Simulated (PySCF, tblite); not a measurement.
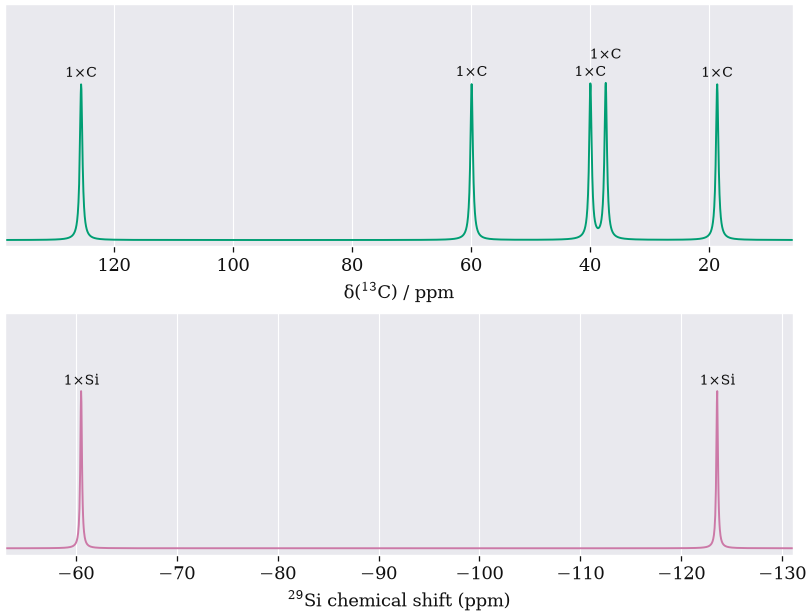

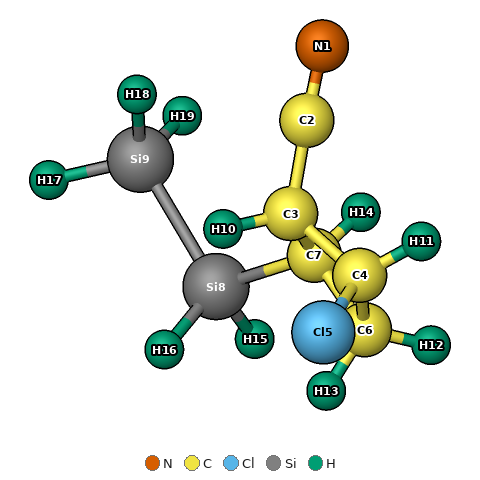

Spectrum and numbered structure of C₅H₁₀ClNSi₂, SMILES N#C[C@@H]1[C@@H](Cl)C[C@H]1[SiH2][SiH3]. GIAO shifts, PBE0/pcSseg-1 with PySCF, at a GFN2-xTB geometry (a minimum by its frequencies), against TMS for ¹³C and TMS for ²⁹Si computed at the same level. Gas phase, fully decoupled, line heights follow the number of nuclei, widths are arbitrary (no quadrupolar broadening); values of one conformer, averaged over methyl-type rotors and exact or near symmetry; other conformers aren't averaged in.

Question: Which ¹³C nuclei are the least shielded, and which the most?

Answer: Least shielded: C2 at 125.5 ppm. Most shielded: C7 at 18.6 ppm.

Question: Which atoms give which ²⁹Si line?

Answer:
```csv
δ (ppm),nuclei,atoms
−60.5,1,Si8
−123.6,1,Si9
```

Known limits of this run: the tight-binding geometry is rougher than a DFT one and adds to the error.
